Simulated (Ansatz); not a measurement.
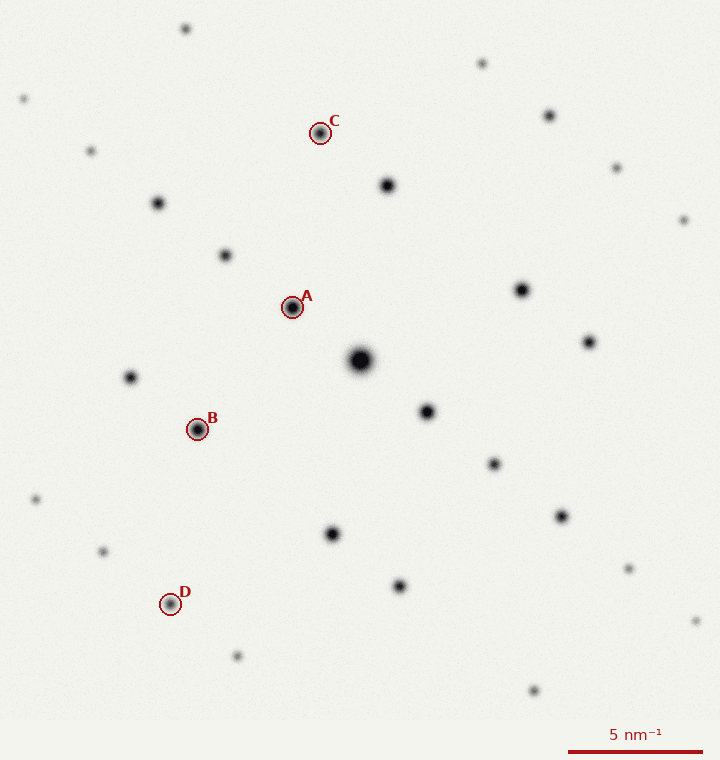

The pattern is a kinematic simulation for 200 kV electrons (no multiple scattering; isotropic B = 0.8 Å²). The zone axis points towards the electron source and the pattern is seen from the source side.

Tb, space group P6_3/mmc (No. 194), a = 3.617 Å, c = 5.774 Å (hexagonal axes). Structure: the input geometry of an electronic-structure calculation (not necessarily at equilibrium).

```json
{"atom": "Tb", "site": "2c", "symmetry": "-6m2", "x": "0.3333", "y": "0.6667", "z": "0.2500"}
```

Spot A is indexed 0 -1 0 and spot B 2 -2 -1.

Question: What are the indices of the remaining marked spots?

Answer: C = 3A − B = -2 -1 1 (d = 1.160 Å). D = −2A + 2B = 4 -2 -2 (d = 0.863 Å).

Question: Which zone axis is this?

Answer: The cross product of A and B is parallel to [102]; every spot obeys hu + kv + lw = 0.

Question: What are the spacings of A and B and the angle between them?

Answer: d(A) = 3.132 Å, d(B) = 1.512 Å, and the angle is 61.1°.
